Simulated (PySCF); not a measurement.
# C4H16Si3 (SMILES CC[Si]([SiH3])([SiH3])CC): what the fields show

Input file:

```
{"job": {"kind": "uv", "xc": "B3LYP", "basis": "def2-SVPD", "ip": false, "nstates": 10}, "charge": 0, "multiplicity": 1}
Si    -0.007430     0.212058    -0.261029
C     -0.153035     0.260430     1.632147
C     -1.583238     0.255997     2.161429
H      0.387039     1.159140     1.979771
H      0.407809    -0.602747     2.031468
H     -1.611055     0.280313     3.262189
H     -2.154598     1.125692     1.799591
H     -2.132753    -0.643812     1.840761
C      1.813749     0.178637    -0.797494
C      2.583642    -1.055966    -0.337428
H      2.287874     1.098569    -0.411567
H      1.841431     0.264759    -1.897344
H      3.635428    -1.024644    -0.663469
H      2.586372    -1.150805     0.759936
H      2.143314    -1.981876    -0.741371
Si    -1.060032     2.092427    -1.194047
H     -0.474603     3.362366    -0.653164
H     -2.527923     2.099265    -0.898918
H     -0.889836     2.101585    -2.682053
Si    -1.118872    -1.686590    -1.092174
H     -0.696548    -2.930616    -0.369851
H     -0.817128    -1.871517    -2.547657
H     -2.602316    -1.553024    -0.941476
```

Launched as:

```sh
OMP_NUM_THREADS=2 python probes_run.py task.json out
```

Geometry: PBE0-D3(BJ)/def2-SVP.

These are results of B3LYP/def2-SVPD, SCF density, gas phase in PySCF, not measurements.

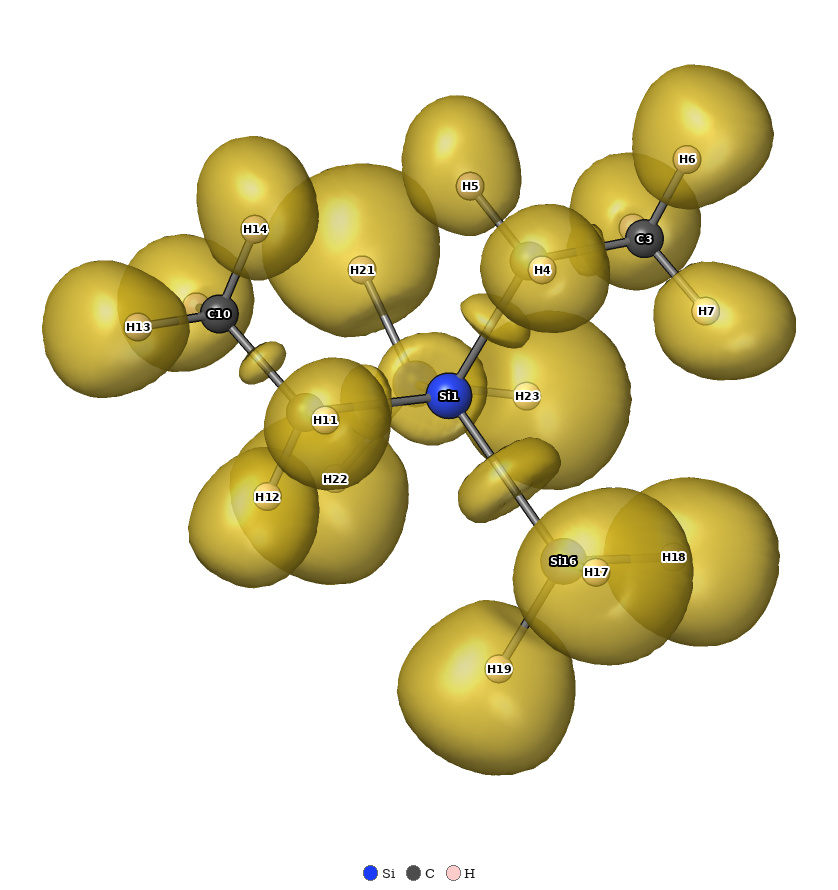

Figure 1. Isosurface of the ELF at 0.9 (yellow), seen at a tilt. Only the valence region is drawn (cores and ρ < 0.01 e/Å³ removed).

Where are the electrons localised?

Answer. The ELF exceeds this value in two regions between bonded C–C atoms (shared pairs), two regions between bonded C–Si atoms (shared pairs), two regions between bonded Si–Si atoms (shared pairs) and 16 regions around hydrogen nuclei.


C–C (1.53 Å): the ELF peaks at about 0.95 between the atoms (localised, covalent bonding). C–Si (1.90 Å): the ELF peaks at about 0.95 between the atoms: a shared electron pair.

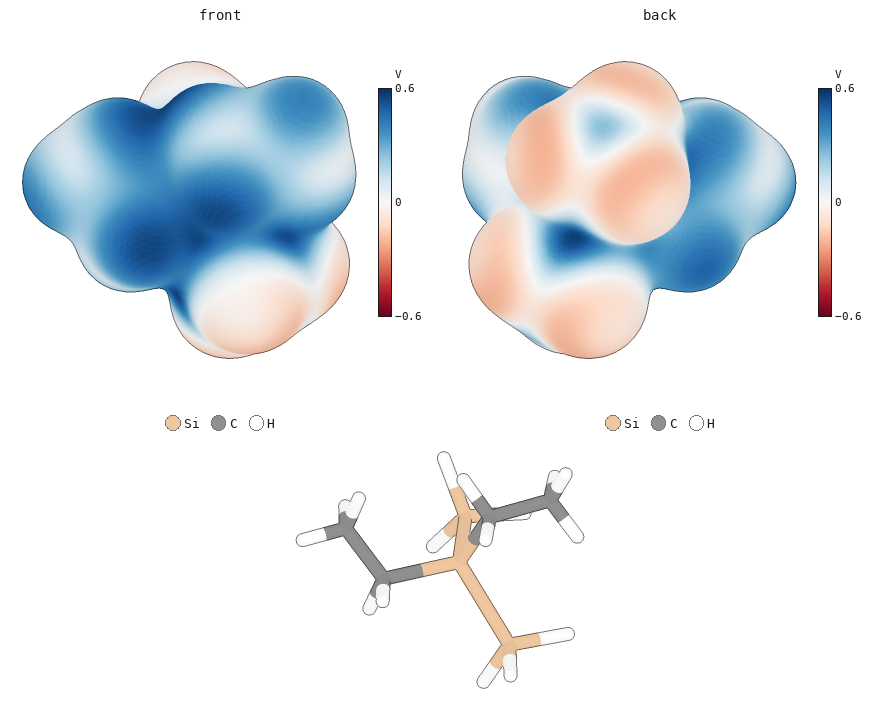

Figure 2. The electrostatic potential painted on the density surface at 0.001 e/bohr³, seen from the front and from behind; red is negative and blue positive. The bare structure is drawn below in the same view.

Which sites attract a positive test charge, and which a negative one?

Answer. A positive charge is drawn to the negative regions and a negative charge to the positive ones. The most negative region (about −0.2 V) lies over the H atoms, the most positive (about +0.5 V, or +12 kcal/mol for a unit charge) over the H and Si atoms.

What dipole moment does the calculation give?

Answer. Its dipole moment is 1.45 D.

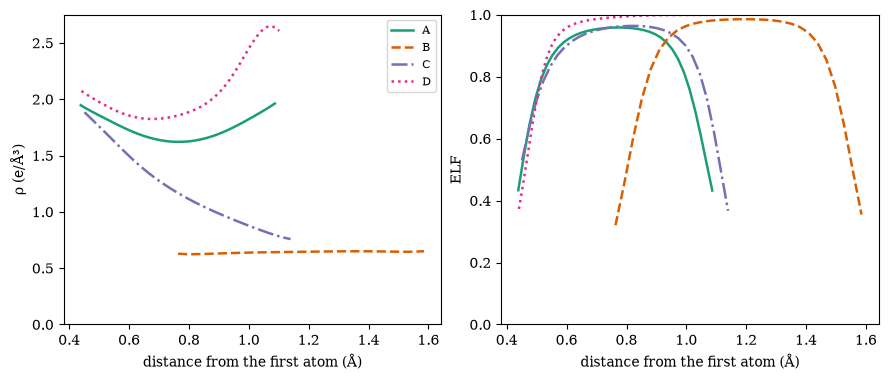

Figure 3. Electron density and electron localisation function along straight lines between neighbouring atoms. The curves leave out the atomic cores.

Which curve belongs to which contact (C–C, C–H, C–Si and Si–Si)? The first atom named is at distance zero.

Answer. Curve A: C–C (1.53 Å): ρ at the midpoint is about 1.6 e/Å³; the ELF peaks at about 0.95 between the atoms, as expected for a covalent bond. Curve B: Si–Si (2.35 Å): ρ at the midpoint is about 0.65 e/Å³; the ELF peaks at about 1 between the atoms, as expected for a shared electron pair. Curve C: C–Si (1.90 Å): ρ is about 0.93 e/Å³ halfway; the ELF peaks at about 0.95 between the atoms, as expected for a covalent bond. Curve D: C–H (1.10 Å): the density is about 1.9 e/Å³ at the midpoint; the ELF climbs to about 1 towards the hydrogen, as it does in any bond to H (an ordinary covalent bond to hydrogen).
